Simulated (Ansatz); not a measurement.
**Single-point calculation of Li₂F₂**

Li₂F₂ ((LiF)2 ring), computed with RKS B2PLYP (frozen core)/def2-TZVP (Ansatz 0.2.0).

The geometry comes from this level: r2SCAN-D4/def2-TZVP.

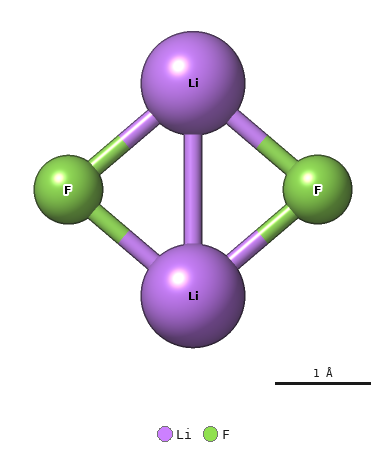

Fig. 1: The input geometry (ball-and-stick view, seen on its broad side). Sticks mark near contacts. Bond lengths as drawn: F–Li 1.72 Å and Li–Li 2.24 Å.

Summary:

| quantity | value |
| --- | --- |
| outcome | converged |
| total energy | −5848.2077 eV |
| mean-field energy | −5842.9922 eV |
| SCF solution under orbital rotations | stable |
| hardware | 4 threads of Arm Neoverse V2, 23 GiB of memory available, shared host |
| wall time | 0.55 s (CPU time 1.6 s) |
| peak memory | 0.22 GiB |

Input file:
```yaml
crystal:
  periodic: [false, false, false]
  atoms:
    - {symbol: Li, position_ang: [0.712348, 0.624634, 0.597454]}
    - {symbol: F, position_ang: [0.177736, 0.786491, -1.034020]}
    - {symbol: Li, position_ang: [-0.712333, -0.624633, -0.597462]}
    - {symbol: F, position_ang: [-0.177741, -0.786493, 1.034028]}
basis:
  gaussian: {orbitals: def2-TZVP, initial_orbitals: start.molden}
hamiltonian: {xc: {name: B2PLYP}}
scf: {omitted_lower_state_checks: [starts]}
```

Command:
```bash
ansatz run in.yaml --threads 4 --pin off --events-out ev --progress --plain --max-ram 3916MiB
```

Log:
```
Functional definition: B2PLYP
  name "B2PLYP"
  cite "Grimme, J. Chem. Phys. 124, 034108 (2006) doi:10.1063/1.2148954"
  cite "Becke, Phys. Rev. A 38, 3098 (1988) doi:10.1103/PhysRevA.38.3098"
  cite "Lee, Yang & Parr, Phys. Rev. B 37, 785 (1988) doi:10.1103/PhysRevB.37.785"
  parameter a = 0.53
  parameter c = 0.27
  exchange = (1 - a)*b88_x + a*exact_x
  correlation = (1 - c)*lyp_c + c*(mp2_os + mp2_ss)
these checks for a lower state are left out or cut short: starts
714 factors; integrals over basis functions are off by at most 6.6e-4 eV
mean field evaluation 1: about -5842.9531 eV, gradient 6.2e0 eV
mean field evaluation 2: about -5842.9858 eV, gradient 6.6e-2 eV
mean field evaluation 4: about -5842.9920 eV, gradient 7.5e-5 eV
mean field -5842.99204004 eV, -214.7259969493 hartree, gradient 4.5e-6 eV, S^2 0.000000; 0 other end points of the search recorded, 0 dependent functions left out
2 core orbitals not correlated: weight in the atoms' cores, before any rotation towards them, 1.000 or more for the frozen orbitals, at most 0.000 for the correlated occupied ones
reference -5842.99219650 eV, -214.7260026989 hartree; 10, 10 occupied and 78, 78 virtual orbitals, 714 factors
second order -19.31653719 eV of doubles, -0.00000000 eV of singles
Total energy: -5848.20766154 eV, -214.9176675040 hartree
Checks for a lower state left out: starts
```
